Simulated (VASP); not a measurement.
Band structure of KBr (rock salt). Calculation: revTPSS meta-GGA, VASP's PBE PAW potentials (set 64) (plane waves; VASP 6.6.1).

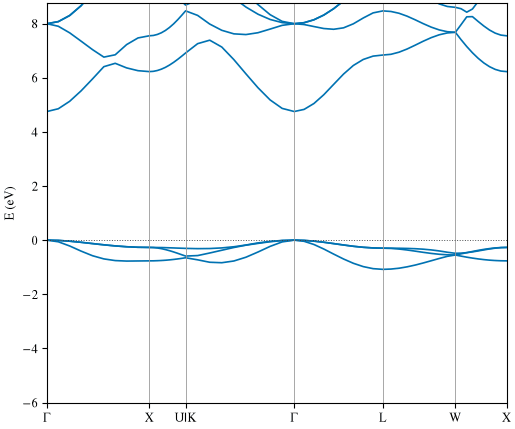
Figure: Bands along high-symmetry lines, zero at the valence-band maximum or, without a gap, the Fermi level

Read the plot: is there a gap, and where are the band edges?

The gap is direct, 4.75 eV, from the valence maximum at Γ to the conduction minimum at Γ.

Measured: gap 7.40 eV (computed value off by -2.65 eV), as given by Aguado et al., (1998), arXiv:cond-mat/9809176.

The compound is KBr in the rock salt structure. It was relaxed first.
